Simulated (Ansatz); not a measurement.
# How TiC (Fm-3m) expands on warming

Aim: the lattice, expansion, heat capacity and bulk modulus of TiC as it warms.

What experiment has found for this phase:
- heat capacity C_P per formula unit 33.9 J/mol/K near room temperature (given in “High-Throughput Prediction of Finite-Temperature Properties using the Quasi-Harmonic Approximation”, 2016, arXiv:1603.06924)

Method: DFT PBEsol, scalar-relativistic, plane waves, PAW, in Ansatz 0.2.0.

The database entry behind the starting cell differs from later determinations by our own check (0.1 to 0.3 % short, probably kX units), so it need not match the best structure at ambient conditions.

**1. The structure**

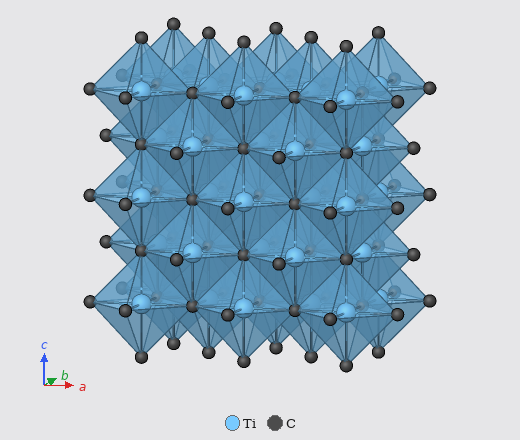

The starting structure, seen slightly off an axis (titanium blue, carbon dark grey). 2×1×2 cells are drawn. This picture shows the conventional cell, with its axes. Some periodic images of atoms are drawn too.

As a file:

```cif
data_structure
_symmetry_space_group_name_H-M 'P 1'
_symmetry_Int_Tables_number 1
_cell_length_a 3.0537
_cell_length_b 3.0537
_cell_length_c 3.0537
_cell_angle_alpha 60.000
_cell_angle_beta 60.000
_cell_angle_gamma 60.000
_cell_volume 20.14
loop_
_atom_site_label
_atom_site_type_symbol
_atom_site_fract_x
_atom_site_fract_y
_atom_site_fract_z
_atom_site_occupancy
Ti1 Ti 0.00000 0.00000 0.00000 1
C2 C 0.50000 0.50000 0.50000 1
```

**2. A first coarse run**

A cheap single point shows whether the cell is a metal or an insulator and how far it is from rest; that sets the k-mesh and the occupations of what follows.

Input file input.yaml:

```yaml
crystal:
  lattice:
    - [0.0, 2.1593, 2.1593]
    - [2.1593, 0.0, 2.1593]
    - [2.1593, 2.1593, 0.0]
  atoms:
    - { symbol: Ti, position: [0.0, 0.0, 0.0] }
    - { symbol: C, position: [0.5, 0.5, 0.5] }
kpoints:
  mp_grid: { grid: [8, 8, 8] }
hamiltonian:
  xc: pbesol
scf:
  occupations: { method: gaussian, width: 0.1 }
  lower_state_search: "off"
output:
  forces: true
  stress: true
  eigenvalues: true
```

Started as:

```
$ ansatz run input.yaml --threads 8 --pin off --max-ram 16384MiB --backend cpu --events-out ev --progress --plain --runs-dir out
```

Numbers of over 12 decimals in the logs are rounded to 6 here.

Output:

```text
Engine: ansatz 0.2.0, aarch64-unknown-linux-gnu
Pseudopotentials: kind: paw
Pseudopotential: Ti, paw, valence charge 12, recommended cutoff 420 eV (normal), Ti.paw.azcp
Pseudopotential: C, paw, valence charge 4, recommended cutoff 420 eV (normal), C.paw.azcp
Functional definition: PBEsol
  exchange = pbesol_x
  correlation = pbesol_c
Crystal: 2 atoms, lattice volume = 20.136 Å³
Basis set: ecut = 420 eV, 411 PW (Γ), exchange–correlation on 48×48×48 points (8 copies of the dense FFT grid, shifted against one another)
Bands: 12, of which v1, the nominal top of the filled ones, is band 8 counted from 1 (7 counted from 0)
Symmetry: 48 space group operations
Space group: Fm-3m (ITA 225), of the structure as read, at distance tolerance 2.7e-5 Å
k-points: 29 of 512
Non-local potential: Ti, projectors of the file, l = 0: 3, l = 1: 2, l = 2: 3, l = 3: 1
Non-local potential: C, projectors of the file, l = 0: 2, l = 1: 2, l = 2: 1
PAW form: soft (Blöchl's): semilocal exchange-correlation on the pseudo side does not see the compensation charge
PAW frozen core: Ti, regenerated for the run's functional, and the local potential with it (the file was generated under x = pbe(κ = 0.804, μ = 0.219515), c = pbe(β = 0.066725))
PAW frozen core: C, regenerated for the run's functional, and the local potential with it (the file was generated under x = pbe(κ = 0.804, μ = 0.219515), c = pbe(β = 0.066725))
PAW one-centre angular grid: Ti, 590 points (default); XC on 64 Gauss nodes
PAW one-centre angular grid: C, 110 points (default); XC on 64 Gauss nodes
Initial density: superposition of atomic densities (neutral atoms: chi_scale 0, normalization atom), corrected by the library's trained network
Initial wavefunctions: pseudopotential atomic-orbital guess
Functional: x = pbesol(κ = 0.804, μ = 0.123457), c = pbesol(β = 0.046)
SCF iter   1: F=—  HF=-2722.418260 eV  |F-HF|=—  |Δ(HF+E_count)|=         —  Δρ=1.02e-2  dr2=2.33e-2  ethr=1.77e-3  ⟨swp⟩=4.4  Hψ=1730  notcnv=0
preconditioner: auto → none  [insulator: Δε(μ)=0.188 eV  Ē_g=7.917 eV  σ=0.100 eV  W_gap=0.57  n_scr=8 (ndim 8)  ℏωp=23.4 eV  f_vac=0.000  D(μ)=0.36/eV (n_scr^D=0)  ε∞_Penn≈9.7]
SCF iter   2: F=—  HF=-2722.413111 eV  |F-HF|=—  |Δ(HF+E_count)|=   5.15e-3  Δρ=3.70e-3  dr2=3.28e-3  ethr=1.46e-4  ⟨swp⟩=1.2  Hψ=589  notcnv=0
SCF iter   3: F=—  HF=-2722.412540 eV  |F-HF|=—  |Δ(HF+E_count)|=   5.71e-4  Δρ=6.19e-4  dr2=7.56e-5  ethr=2.05e-5  ⟨swp⟩=2.0  Hψ=391  notcnv=0  defer=2
SCF iter   4: F=—  HF=-2722.412527 eV  |F-HF|=—  |Δ(HF+E_count)|=   1.26e-5  Δρ=8.31e-5  dr2=7.57e-7  ethr=4.72e-7  ⟨swp⟩=2.0  Hψ=390  notcnv=0  defer=2
iter 5 did not close the SCF: its close was put off for the readings that it lacked (scf_convergence_deferred on its scf_iter line)
SCF iter   5: F=-2722.412527 eV  HF=-2722.412527 eV  |F-HF|=1.20e-8  |Δ(HF+E_count)|=   2.31e-7  Δρ=1.25e-5  dr2=2.40e-8  ethr=4.73e-9  ⟨swp⟩=2.1  Hψ=452  notcnv=0  defer=2
SCF iter   6: F=-2722.412527 eV  HF=-2722.412527 eV  |F-HF|=1.59e-10  |Δ(HF+E_count)|=  4.21e-10  Δρ=1.08e-6  dr2=2.17e-10  ethr=1.50e-10  ⟨swp⟩=2.1  Hψ=1126  notcnv=0
SCF 1 converged in 6 iterations: F = -2722.412527 eV  dr2 = 2.17e-10
  greatest PAW one-centre occupation: 0.999 electrons in one spin orbital (limit 2), on the Ti atom at site 0 (counted from 0), in its partial waves of l = 0
SCF converged after 6 iterations
Free energy (F): -2722.412527 eV
Harris-Foulkes:  -2722.412527 eV  (|F-HF|=1.59e-10)
Internal energy: -2722.410678 eV  (E = F + TS)
E sigma→0 (E₀):  -2722.411603 eV
Entropy (-TS):   -0.001849 eV (-0.925 meV/atom)
Fermi energy:    14.688530 eV
--- Per-component energies (eV) ---
  E_band       = -108.766999
  E_kinetic    = 362.118587
  E_local      = -770.143018  (includes V_loc(G=0)·N_el)
  E_nonlocal   = 33.255588
  E_hartree    = 312.239112
  E_xc         = -146.392176
  E_vxc        = -183.511364  (∫ρ·V_xc dr)
  E_paw        = -1116.243774  (= ΣΔE_a)
  E_vpaw       = -174.965110  (= ΣTr[D̂ρ^β])
  E_aug_tail   = 0.000135  (compensation charges beyond the density's cutoff)
  E_ewald      = -1397.405618
  E_core_change = 0.160485  (= ΣΔE_core)
  E_smearing   = -0.001849  (= −TS)
  E_closure    = 0.000000  (closes the sum)
  Σ components = -2722.412527   (vs F -2722.412527, Δ=0.00e0)
--- Forces (eV/Å), atoms counted from 1 ---
  atom   1  Ti    -0.00000000     0.00000000     0.00000000
  atom   2  C      0.00000000    -0.00000000    -0.00000000
  max |Σ_I F_I| component: 2.83e-30 eV/Å
--- Stress (GPa, compression-positive) ---
       -4.534522       0.000000       0.000000
       -0.000000      -4.534522      -0.000000
       -0.000000      -0.000000      -4.534522
  P = ⅓ Tr σ = -4.5345 GPa (-45.345 kbar)
--- Band table (eV; the first three rows and the last of 29) ---
  k-point 0: bands = [... 4 lower, 2.3196, 15.4060, 15.4060, 15.4060, 16.4493, 16.4493, 16.4493, 16.4921]
  k-point 1: bands = [... 4 lower, 2.6760, 14.0851, 14.4517, 14.4517, 15.8415, 15.8415, 17.0147, 18.5717]
  k-point 2: bands = [... 4 lower, 3.6568, 11.9700, 13.0253, 13.0253, 16.5119, 16.5119, 17.6012, 20.6811]
  k-point 28: bands = [... 4 lower, 5.2544, 11.5546, 11.5546, 12.0076, 17.5630, 17.5630, 18.3204, 19.9924]
```

It took 0.28 s on 8 threads of Arm Neoverse V2, shared host; peak memory 0.28 GiB.

In the SCF lines HF is the Harris–Foulkes energy and dr2 the Hartree energy of the density residual, in eV; the loop may stop once dr2 is under the threshold and the program's other checks hold. Hψ counts applications of the Hamiltonian.

This step gave:

| Quantity | Value |
| --- | --- |
| pressure | -4.535 GPa |
| volume per atom | 10.07 Å³/atom |
| gap on the k-mesh | 0 eV |

The start is under -4.5 GPa at this level and looks like a metal on this mesh.

**3. Finding the static equilibrium**

Phonons are second derivatives about a minimum, so cell and atoms are relaxed first, inside the symmetry of the start.

Edit input.yaml of step 2 so:

```diff
@@ -9,3 +9,3 @@
 kpoints:
-  mp_grid: { grid: [8, 8, 8] }
+  mp_grid: { grid: [16, 16, 16] }
 hamiltonian:
@@ -19 +19,6 @@
   eigenvalues: true
+relax:
+  adjacent_minimum: "off"
+  f_tol: 0.005
+  max_steps: 80
+  cell: { stress_tol: 0.05 }
```

Output:

```text
[...]
Crystal: 2 atoms, lattice volume = 20.136 Å³
Basis set: ecut = 420 eV, 411 PW (Γ), exchange–correlation on 48×48×48 points (8 copies of the dense FFT grid, shifted against one another)
Bands: 12, of which v1, the nominal top of the filled ones, is band 8 counted from 1 (7 counted from 0)
Symmetry: 48 space group operations
[...]
k-points: 145 of 4096
[...]
SCF iter   1: F=—  HF=-2722.420580 eV  |F-HF|=—  |Δ(HF+E_count)|=         —  Δρ=1.05e-2  dr2=2.50e-2  ethr=1.77e-3  ⟨swp⟩=4.3  Hψ=8658  notcnv=0
[...]
SCF iter   6: F=-2722.414459 eV  HF=-2722.414459 eV  |F-HF|=4.55e-13  |Δ(HF+E_count)|=   1.79e-9  Δρ=4.82e-7  dr2=1.86e-11  ethr=6.77e-11  ⟨swp⟩=2.0  Hψ=5185  notcnv=0
SCF 1 converged in 6 iterations: F = -2722.414459 eV  dr2 = 1.86e-11
[...]
relax step   1: F+E_penalty+E_count = -2722.41445866 eV  Δ(F+E_penalty+E_count) = +0.000e0 eV  max|allowed force component| = 2.353e-29 eV/Å  Δτ_max = 0.0000 Å  P = -4.559 GPa  Ω = 20.136 Å³  (6 SCF iters, dr2 threshold 1.00e-7 eV, accepted)
Crystal: 2 atoms, lattice volume = 19.826 Å³
Basis set: ecut = 420 eV, 387 PW (Γ), exchange–correlation on 48×48×48 points (8 copies of the dense FFT grid, shifted against one another)
[...]
iter 1 solved again at ethr=2.28e-5 eV; its pass at ethr=3.10e-3 eV (dr2=3.65e-3 eV) is discarded
[...]
SCF iter   6: F=-2722.419959 eV  HF=-2722.419959 eV  |F-HF|=7.73e-12  |Δ(HF+E_count)|=  6.82e-11  Δρ=2.65e-7  dr2=7.93e-12  ethr=1.00e-12  ⟨swp⟩=1.0  Hψ=5272  notcnv=0
SCF 2 converged in 6 iterations: F = -2722.419959 eV  dr2 = 7.93e-12
relax step   2: F+E_penalty+E_count = -2722.41995889 eV  Δ(F+E_penalty+E_count) = -5.500e-3 eV  max|allowed force component| = 1.223e-29 eV/Å  Δτ_max = 0.0000 Å  P = -0.538 GPa  Ω = 19.826 Å³  energy of the carried Pulay correction = +5.148e-4 eV  (6 SCF iters, dr2 threshold 2.00e-7 eV, accepted)
Crystal: 2 atoms, lattice volume = 19.785 Å³
[...]
SCF iter   6: F=-2722.420094 eV  HF=-2722.420094 eV  |F-HF|=4.55e-13  |Δ(HF+E_count)|=  1.36e-12  Δρ=4.93e-8  dr2=4.00e-13  ethr=1.00e-12  ⟨swp⟩=1.0  Hψ=4060  notcnv=0
SCF 3 converged in 6 iterations: F = -2722.420094 eV  dr2 = 4.00e-13
relax step   3: F+E_penalty+E_count = -2722.42009389 eV  Δ(F+E_penalty+E_count) = -1.350e-4 eV  max|allowed force component| = 7.560e-31 eV/Å  Δτ_max = 0.0000 Å  P = +0.014 GPa  Ω = 19.785 Å³  energy of the carried Pulay correction = +5.830e-4 eV  (6 SCF iters, dr2 threshold 2.00e-7 eV, accepted)
[...]
SCF iter   8: F=-2722.419545 eV  HF=-2722.419545 eV  |F-HF|=4.55e-13  |Δ(HF+E_count)|=    0.00e0  Δρ=2.22e-10  dr2=7.90e-18  ethr=1.00e-12  ⟨swp⟩=1.9  Hψ=4305  notcnv=0
SCF 4 converged in 8 iterations: F = -2722.419545 eV  dr2 = 7.90e-18
relax step   4: F+E_penalty+E_count = -2722.41954507 eV  Δ(F+E_penalty+E_count) = +5.488e-4 eV  max|allowed force component| = 3.320e-30 eV/Å  Δτ_max = 0.0000 Å  P = -0.023 GPa  Ω = 19.785 Å³  stress off target by 2.32e-2 GPa  SCF on the basis re-selected at this cell (its energy is not comparable with the rows above)  (8 SCF iters)
basis re-selected at this cell: Δ(F+E_penalty+E_count) = +5.488e-4 eV, ΔP = -0.037 GPa vs the last step (what re-selecting the basis moved, of the pressure what is left beyond the Pulay correction that the steps carried, after the strain that the cell walked since its last selection, with what the two solves' SCF thresholds leave and, on support functions, any second-order correction that the steps lacked; it is no m [...]
SCF converged after 8 iterations
Free energy (F): -2722.419545 eV
[...]
Internal energy: -2722.417594 eV  (E = F + TS)
E sigma→0 (E₀):  -2722.418570 eV
Entropy (-TS):   -0.001951 eV (-0.975 meV/atom)
Fermi energy:    15.028510 eV
[...]
--- Stress (GPa, compression-positive) ---
       -0.023234      -0.000000       0.000000
       -0.000000      -0.023234      -0.000000
       -0.000000      -0.000000      -0.023234
  P = ⅓ Tr σ = -0.0232 GPa (-0.232 kbar)
--- Band table (eV; the first three rows and the last of 145) ---
  k-point 0: bands = [... 4 lower, 2.5424, 15.7182, 15.7182, 15.7182, 16.7738, 16.7738, 16.7738, 16.8366]
  k-point 1: bands = [... 4 lower, 2.6350, 15.2683, 15.5221, 15.5221, 16.0955, 16.0955, 17.0184, 17.8472]
  k-point 2: bands = [... 4 lower, 2.9067, 14.3754, 14.7461, 14.7461, 16.1652, 16.1652, 17.3605, 18.9482]
  k-point 144: bands = [... 4 lower, 5.5091, 11.8264, 11.8264, 12.2699, 17.9286, 17.9286, 18.7161, 20.4487]
--- Relaxed structure (3 steps of the walk, 3 accepted, 1 SCFs on fresh bases) ---
  F+E_penalty+E_count = -2722.41954507 eV   max|allowed force component| = 3.320e-30 eV/Å   (the final SCF, on the basis selected at the relaxed cell)
  cell:  # Å, volume = 19.7848 Å³
    - [0, 2.146678, 2.146678]
    - [2.146678, 0, 2.146678]
    - [2.146678, 2.146678, 0]
  atoms:
    - { symbol: Ti, position: [0, 0, 0] }
    - { symbol: C, position: [0.5, 0.5, 0.5] }
```

The job ended after 1.8 s (8 threads; peak memory 0.36 GiB).

Relaxation path:

| step | energy less that of the first step (eV) | largest force component (eV/Å) | pressure (GPa) | volume (Å³) |
| --- | --- | --- | --- | --- |
| 1 | 0.0000 | 0.0000 | -4.56 | 20.14 |
| 2 | -0.0055 | 0.0000 | -0.54 | 19.83 |
| 3 | -0.0056 | 0.0000 | 0.01 | 19.78 |
| 4* | -0.0051 | 0.0000 | -0.02 | 19.78 |

Relaxation steps marked * repeat the geometry before them on a plane-wave basis chosen anew for their cell, so energy and pressure can jump there.

Forces are held to the 48 operations that the run works with; a distortion that breaks them can't arise in this run.

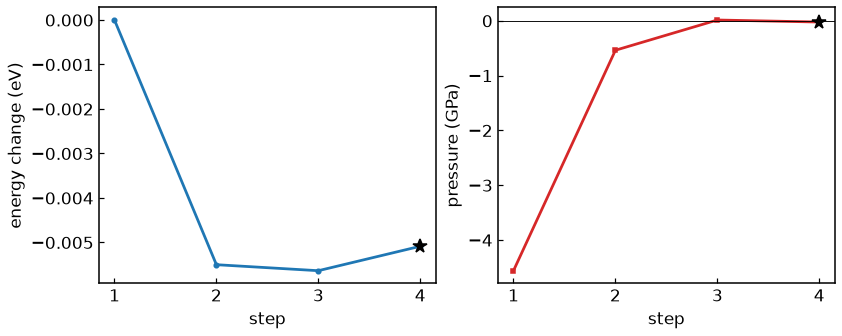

Energy and pressure along the relaxation. Stars mark steps on a basis chosen anew.

| conventional cell, symmetrised | before | after | change |
| --- | --- | --- | --- |
| a (Å) | 4.319 | 4.293 | -0.6 % |
| b (Å) | 4.319 | 4.293 | -0.6 % |
| c (Å) | 4.319 | 4.293 | -0.6 % |
| volume (Å³/atom) | 10.07 | 9.89 | -1.7 % |

The relaxed structure:

```xyz
2
Lattice="0.0000 2.1467 2.1467 2.1467 0.0000 2.1467 2.1467 2.1467 0.0000" Properties=species:S:1:pos:R:3 pbc="T T T"
Ti    0.0000    0.0000    0.0000
C     2.1467    2.1467    2.1467
```

Numbers from this step:

- pressure: -0.02323 GPa
- volume per atom: 9.892 Å³/atom

The relaxation ends with a pressure of -0.02 GPa.

**4. Tight relaxation**

The relaxation is repeated with tighter thresholds on force and stress, since phonons are sensitive to what is left; a change of mesh or smearing in the input moves the cell too.

input.yaml, the sections that differ from step 3:

```yaml
crystal:
  lattice:
    - [0.0, 2.1466778628, 2.1466778628]
    - [2.1466778628, 0.0, 2.1466778628]
    - [2.1466778628, 2.1466778628, 0.0]
  atoms:
    - { symbol: Ti, position: [0.0, 0.0, 0.0] }
    - { symbol: C, position: [0.5, 0.5, 0.5] }
scf:
  occupations: { method: methfessel_paxton, width: 0.2 }
  lower_state_search: "off"
relax:
  adjacent_minimum: "off"
  f_tol: 0.001
  max_steps: 60
  cell: { stress_tol: 0.01 }
# kpoints, hamiltonian, output: as in step 3
```

Output:

```text
[...]
Crystal: 2 atoms, lattice volume = 19.785 Å³
Basis set: ecut = 420 eV, 387 PW (Γ), exchange–correlation on 48×48×48 points (8 copies of the dense FFT grid, shifted against one another)
Bands: 12, of which v1, the nominal top of the filled ones, is band 8 counted from 1 (7 counted from 0)
Symmetry: 48 space group operations
[...]
k-points: 145 of 4096
[...]
k-point 144: bands = [... 4 lower, 5.5106, 11.8277, 11.8277, 12.2712, 17.9300, 17.9300, 18.7173, 20.4503]
--- Relaxed structure (2 steps of the walk, 2 accepted, 1 SCFs on fresh bases) ---
[...]
cell:  # Å, volume = 19.7833 Å³
    - [0, 2.146624, 2.146624]
    - [2.146624, 0, 2.146624]
    - [2.146624, 2.146624, 0]
  atoms:
    - { symbol: Ti, position: [0, 0, 0] }
    - { symbol: C, position: [0.500000, 0.500000, 0.500000] }
[key lines of the parts left out:]
SCF converged after 3 iterations
Free energy (F): -2722.418902 eV
Fermi energy:    15.032167 eV
P = ⅓ Tr σ = -0.0028 GPa (-0.028 kbar)
```

Run time: 1.2 s. Hardware: 8 threads; peak memory 0.35 GiB; 6.6 s of CPU time.

Little changed from the start: no atom moved by 0.005 Å and no cell edge by 0.1 %.

Numbers from this step:

```
pressure : -0.002844 GPa
```

The residual pressure is -0.0028 GPa, small enough for phonons.

**5. A new level, relaxed again**

The functional, the potentials or the cutoff change, so the crystal is relaxed again at the new setting.

input.yaml, the sections that differ from step 4:

```yaml
crystal:
  lattice:
    - [0.0, 2.1466238395, 2.1466238395]
    - [2.1466238395, 0.0, 2.1466238395]
    - [2.1466238395, 2.1466238395, 0.0]
  atoms:
    - { symbol: Ti, position: [0.0, 0.0, 0.0] }
    - { symbol: C, position: [0.5, 0.5, 0.5] }
basis:
  ecutwfc: 550.0
# kpoints, hamiltonian, scf, output, relax: as in step 4
```

Output:

```text
[...]
Crystal: 2 atoms, lattice volume = 19.783 Å³
Basis set: ecut = 550 eV, 561 PW (Γ), exchange–correlation on 48×48×48 points (8 copies of the dense FFT grid, shifted against one another)
Bands: 12, of which v1, the nominal top of the filled ones, is band 8 counted from 1 (7 counted from 0)
Symmetry: 48 space group operations
[...]
k-points: 145 of 4096
[...]
k-point 144: bands = [... 4 lower, 5.5123, 11.8286, 11.8286, 12.2724, 17.9311, 17.9311, 18.7183, 20.4517]
--- Relaxed structure (2 steps of the walk, 2 accepted, 1 SCFs on fresh bases) ---
[...]
cell:  # Å, volume = 19.7816 Å³
    - [0, 2.146565, 2.146565]
    - [2.146565, 0, 2.146565]
    - [2.146565, 2.146565, 0.0]
  atoms:
    - { symbol: Ti, position: [0, 0, 0] }
    - { symbol: C, position: [0.5, 0.5, 0.5] }
[key lines of the parts left out:]
SCF converged after 4 iterations
Free energy (F): -2722.422690 eV
Fermi energy:    15.032988 eV
P = ⅓ Tr σ = -0.0033 GPa (-0.033 kbar)
```

Elapsed: 1.3 s, on 8 threads; peak memory 0.4 GiB.

Little changed from the start: no atom moved by 0.005 Å and no cell edge by 0.1 %.

This step gave:

```
pressure        : -0.003289 GPa
volume per atom : 9.891 Å³/atom
```

The residual pressure is -0.0033 GPa, small enough for phonons.

[end of part 1 of 3]

[Logs are printed without paths, hosts, clocks, repeated set-up lines and the standing remarks that a program may print on its own settings, such as how far it seeks lower states.]

[Hosts, paths, dates, database ids (printed as entryN), source tags and the programs' standing remarks are cut or masked in the printed files.]

[A step with changed settings may run another functional than the one named; its input shows which.]
